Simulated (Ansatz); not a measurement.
CH3OSi (doublet)

Input

```
crystal:
  periodic: [false, false, false]
  atoms:
    - {symbol: O, position_ang: [-0.324904, -0.579453, 0.363296]}
    - {symbol: C, position_ang: [-0.334531, -1.210229, -0.780804]}
    - {symbol: Si, position_ang: [-0.120014, 1.115576, 0.343525]}
    - {symbol: H, position_ang: [-0.419023, -2.290385, -0.512420]}
    - {symbol: H, position_ang: [0.521315, 1.497194, -0.940707]}
    - {symbol: H, position_ang: [0.722530, 1.385806, 1.539096]}
basis:
  gaussian: {orbitals: def2-TZVPP}
magnetization: {spin_polarized: true, initial_magnetization: 1}
hamiltonian: {xc: pbe0, dispersion: d4}
output: {orbitals: {seedname: orbitals}}
```

Launched as:

```sh
ansatz run in.yaml --threads 2 --pin off --events-out ev --progress --plain --max-ram 4352MiB
```

Geometry: PBE0-D4/def2-TZVP; ⟨S²⟩ = 0.91, above the pure value of 0.75.

Computed with UKS PBE0-D4/def2-TZVPP (Ansatz 0.2.0).

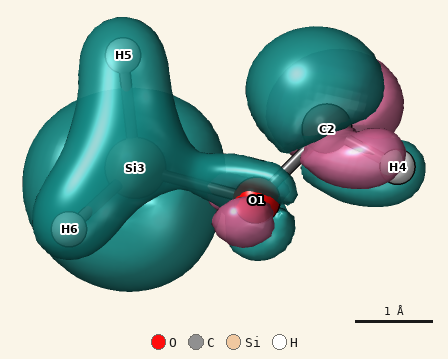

Figure 1. Isosurfaces of the spin density (α minus β) at +0.02 (teal) and −0.02 e/Å³ (pink), seen at a tilt.

Describe the spin distribution.

Answer. The unpaired spin (1 electron) lies mostly on Si3 (about 0.8), in electrons by Hirshfeld's partition.

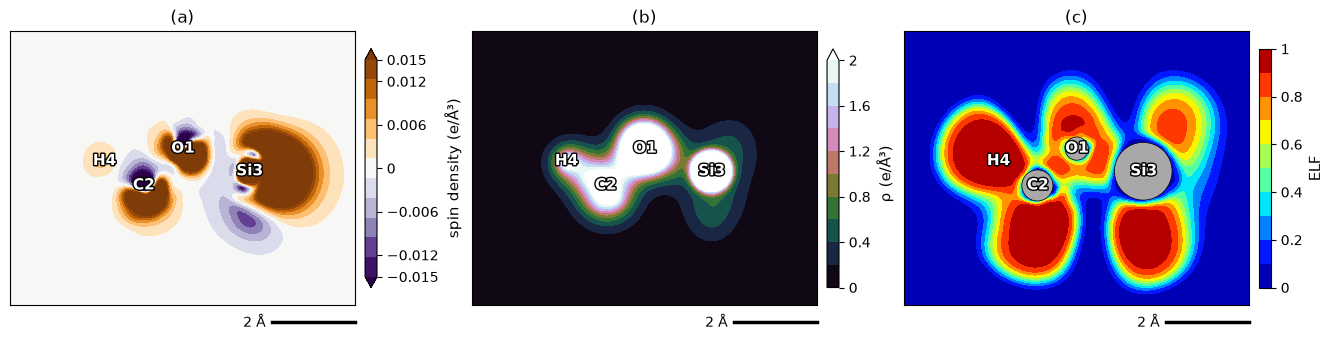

Figure 2. (a) spin density; (b) electron density; (c) ELF on the plane of atoms O1, C2 and H4. Grey discs cover the atomic cores in the ELF map.

What does the map show?

Answer. Atoms in the plane: O, C, Si and H.
C–O (1.31 Å): the density is about 2.6 e/Å³ at the midpoint; the ELF peaks at about 0.85 between the atoms (a shared but strongly polarised pair).
Si–O (1.71 Å): the density is about 1.1 e/Å³ at the midpoint; the ELF peaks at about 0.90 between the atoms, as expected for a shared but strongly polarised pair.
C–H (1.12 Å): ρ at the midpoint is about 2 e/Å³; the ELF climbs to about 1 towards the hydrogen, as it does in any bond to H (an ordinary covalent bond to hydrogen).
The ELF also peaks beside C2 and O1, away from the bonds: non-bonding electrons, paired or unpaired.

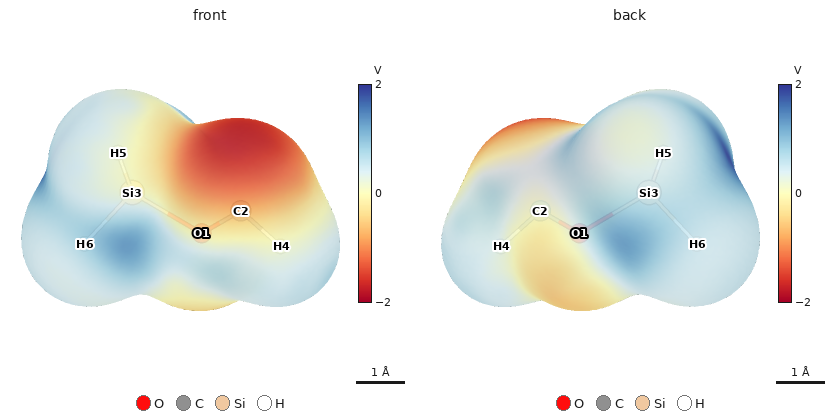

Figure 3. The molecular electrostatic potential painted on the density surface at 0.002 e/bohr³, seen from the front and from behind; the colour scale runs from red (negative) to blue (positive).

Describe the electrostatic potential map.

Answer. The most negative region (about −1.8 V, or −42 kcal/mol for a unit charge) lies over C2, the most positive (about +1.8 V, or +42 kcal/mol for a unit charge) over Si3.
